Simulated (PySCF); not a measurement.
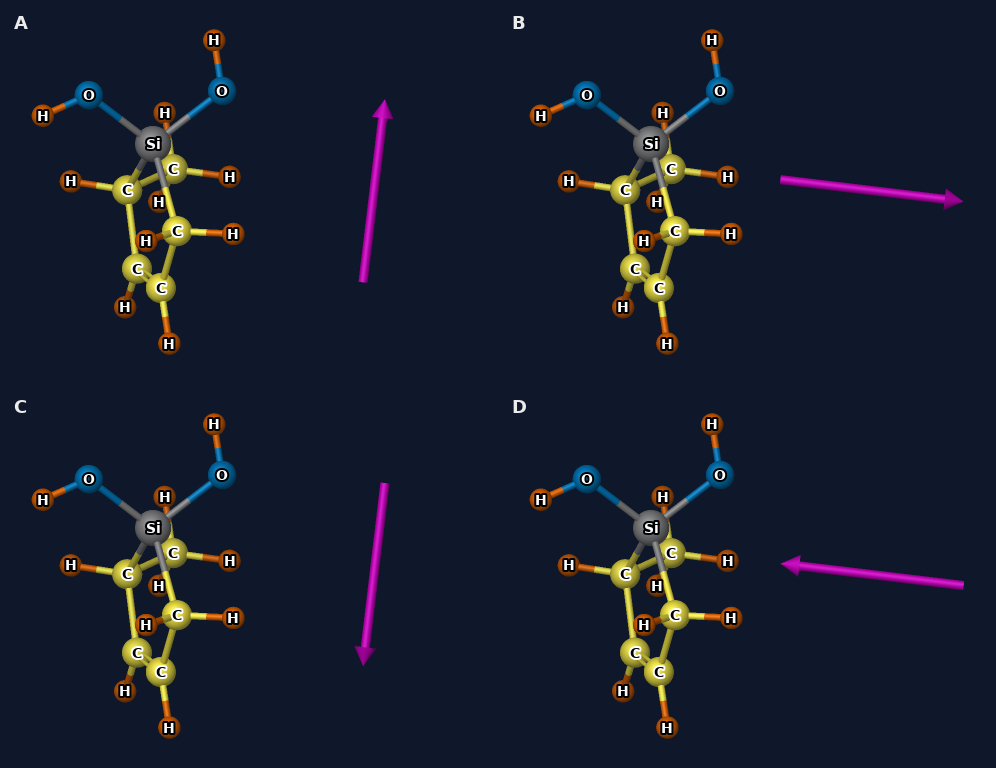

The same molecule four times, each with an arrow. The geometry was computed by an optimisation with GFN2-xTB. No frequency run is at hand to confirm it as a minimum. Properties computed with PBE0/pcSseg-1, gas phase (PySCF 2.14.0).

Question: Which arrow points along the dipole moment, from the negative to the positive end?

Answer: D. The dipole moment is 1.58 D.

The geometry is semi-empirical. Around Si such bond lengths and angles can be off by a tenth of an ångström or more and by several degrees, and values that hang on the shape move with them.
